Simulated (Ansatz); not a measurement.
# N2 (nitrogen): HF/STO-3G

What is the electronic atomisation energy of N2 (nitrogen) at HF/STO-3G? 

The calculation is run with Ansatz 0.2.0.

29 further runs of the same task are left out: 15 that didn't finish, 14 set aside as unsound or not needed.

## Step 1: Starting point

N2: 2 atoms, total charge 0, spin state singlet. As SMILES, `N#N`. Geometry: relaxed at PBE0-D4/def2-TZVP.

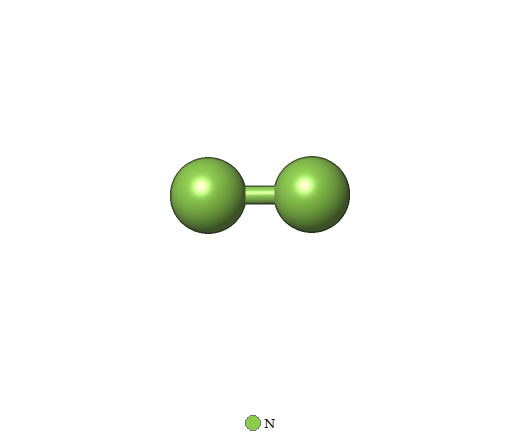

Viewed from a chosen angle; nitrogen green.

## Step 2: A single-point energy at HF/STO-3G

File job.yaml:

```yaml
crystal:
  periodic: [false, false, false]
  atoms:
    - {symbol: "N", position_ang: [0.465500, -0.150300, 0.239800]}
    - {symbol: "N", position_ang: [-0.465500, 0.150300, -0.239800]}
basis:
  gaussian: {orbitals: STO-3G}
hamiltonian: {xc: hf}
accuracy: high
```

Run with:

```
$ ansatz run job.yaml --threads 1 --pin off --max-ram 2610MiB --events-out events.jsonl --progress --plain --runs-dir runs
```

Log:

```text
Warning: RAYON_NUM_THREADS=1 ignored (pool sized by the plan → 1); use --threads N
Functional definition: HF
  name "HF"
  exchange = exact_x
  correlation = 0
150 factors; integrals over basis functions are off by at most 1.5e-8 eV
mean field evaluation 1: about -2925.0398 eV, gradient 2.8e0 eV
mean field evaluation 2: about -2925.0412 eV, gradient 2.8e0 eV
mean field evaluation 4: about -2925.0439 eV, gradient 1.7e-1 eV
mean field evaluation 8: about -2925.0439 eV, gradient 1.1e-8 eV
mean field -2925.04389095 eV, -107.4933803264 hartree, gradient 7.2e-8 eV, S^2 0.000000; 0 other end points of the search recorded, 0 dependent functions left out
reference -2925.04389095 eV, -107.4933803264 hartree; 7, 7 occupied and 3, 3 virtual orbitals, 150 factors
Total energy: -2925.04389095 eV, -107.4933803264 hartree
```

Wall time 0.06 s (1 thread of Intel Xeon Platinum 8375C at 2.90GHz (Ice Lake), shared host).

## Step 3: The N atom, same level

File job.yaml:

```yaml
basis:
  gaussian: {orbitals: STO-3G}
crystal:
  periodic: [false, false, false]
  atoms:
    - {symbol: N, position_ang: [0.000000, 0.000000, 0.000000]}
magnetization: {spin_polarized: true, initial_magnetization: 3}
hamiltonian: {xc: hf}
accuracy: high
```

Run the same way, it converges to -53.71901 Eh (log not shown).

## Step 4: Outcome

At HF/STO-3G:

| quantity | value |
| --- | --- |
| molecule: total energy | -107.49338 Eh |
| N atom: total energy | -53.71901 Eh |
| N atom: ⟨S²⟩ | 3.750 |
| electronic atomisation energy | 1.506 eV |

**Reading.** Taking the molecule apart into free atoms costs 1.51 eV (35 kcal/mol), before zero-point energy and without spin-orbit coupling. Hartree–Fock lacks the correlation of the bonding pairs, which as a rule makes this value much too low; in minimal bases other errors can mask that. In a minimal basis such a difference can be off by several eV, whatever the method.
